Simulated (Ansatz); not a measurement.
Input

```
crystal:
  lattice:
    - [3.1447801045, 0.0, 0.0]
    - [0.0, 3.1447801045, 0.0]
    - [0.0, 0.0, 28.8318410412]
  atoms:
    - { symbol: Mg, position: [0.5, 0.0, 0.6059555245] }
    - { symbol: Mg, position: [0.0, 0.5, 0.5352817147] }
    - { symbol: Mg, position: [0.0, 0.5, 0.3940444755] }
    - { symbol: Mg, position: [0.5, 0.0, 0.4647182853] }
    - { symbol: Mg, position: [0.0, 0.5, 0.8169544429] }
    - { symbol: Mg, position: [0.5, 0.0, 0.7469988549] }
    - { symbol: Mg, position: [0.0, 0.5, 0.6765120969] }
    - { symbol: Mg, position: [0.0, 0.5, 0.1149925463] }
    - { symbol: Mg, position: [0.5, 0.0, 0.8850074537] }
    - { symbol: Mg, position: [0.5, 0.0, 0.1830455571] }
    - { symbol: Mg, position: [0.0, 0.5, 0.2530011451] }
    - { symbol: Mg, position: [0.5, 0.0, 0.3234879031] }
    - { symbol: Zr, position: [0.0, 0.5, 0.9621411986] }
    - { symbol: Zr, position: [0.5, 0.0, 0.0378588014] }
    - { symbol: "N", position: [0.0, 0.5, 0.0391177355] }
    - { symbol: "N", position: [0.5, 0.0, 0.9608822645] }
basis:
  ecutwfc: 420
kpoints:
  mp_grid: { grid: [10, 10, 1] }
hamiltonian:
  xc: pbe
scf:
  occupations: { method: gaussian, width: 0.1 }
output:
  forces: true
  stress: true
  eigenvalues: true
  write_density: true
  write_potential: true
  elf: true
  volumetric_format: npy
relax:
  adjacent_minimum: "off"
  f_tol: 0.01
  max_steps: 30
  cell: { stress_tol: 0.1, fix: [volume] }
```

Command:

```sh
ansatz run input.yaml --threads 1 --pin off --max-ram 2560MiB --backend cpu --events-out ev --progress --plain --runs-dir out
```

Below, planes, directions and counts refer to the conventional cell (a = 3.17 Å, b = 3.17 Å, c = 28.34 Å, α = 90.00°, β = 90.00°, γ = 90.00°).

The fields are those of the relaxed geometry.

Space group P4/nmm; a generated structure, not necessarily the stable one; changed on purpose from its base cell (volume × 0.88, shape and atoms relaxed); computed pressure about 8 GPa in this cell.

Level of theory: DFT PBE, scalar-relativistic, plane waves, PAW in Ansatz 0.2.0.

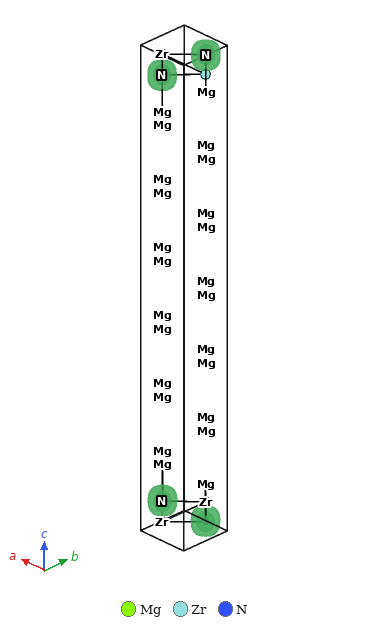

Mg6ZrN. Isosurface of the electron localisation function at 0.75 (green), seen at an oblique angle. Core shells and regions of very low density are left out. Sticks mark near contacts.

Question: Describe the localisation domains.

Answer: The ELF exceeds this value in two regions wrapped around N (the valence shell of each), counted in one cell of 16 atoms. Any copies at cell faces, edges or corners count once. Profiles from the grid: Mg–N (2.19 Å): the ELF peaks at about 0.80 in the valence shell of N, 0.7 Å from its nucleus, and is about 0.35 at the midpoint. Zr–N (2.24 Å): the ELF peaks at about 0.80 in the valence shell of N, 0.6 Å from its nucleus, and drops to about 0.15 between the two atoms: no shared electron pair shows on this line.
